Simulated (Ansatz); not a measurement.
```
atom    x (Å)    y (Å)    z (Å)
  Si  -0.0397  -0.5851   0.1255
   O  -0.0350   1.5330   0.7892
   O   0.1632  -1.9845  -0.7269
   O  -1.6551  -0.6017   0.3945
   O   1.0649  -0.6985   1.3184
   H   0.3434   1.3944  -0.5475
   N   0.5107   0.5138  -1.2480
   H  -0.7483   2.1223   1.0386
   H  -0.1052  -2.7909  -0.2858
   H  -1.9397   0.1344   0.9387
   H   1.0728   0.1374   1.8017
   H  -0.0977   0.4796  -2.0569
   H   1.4658   0.3459  -1.5414
```

A transition-state structure; geometry: PBE0-D4/def2-TZVP.

Method: Ansatz, RKS PBE0-D4/def2-TZVPP.

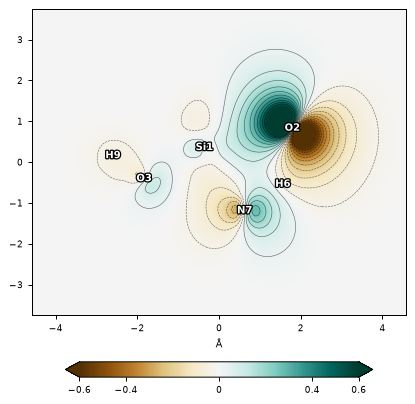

H₆NO₃Si···OH. The HOMO−1 on the plane of atoms O3, Si1 and N7 (values in Å⁻³ᐟ²; the overall sign is arbitrary).

**What is the character of this orbital?**

It lies mainly on O2 (about 70 %) and O4 (about 10 %); largely a lone pair of O2. Its energy is −7.88 eV.
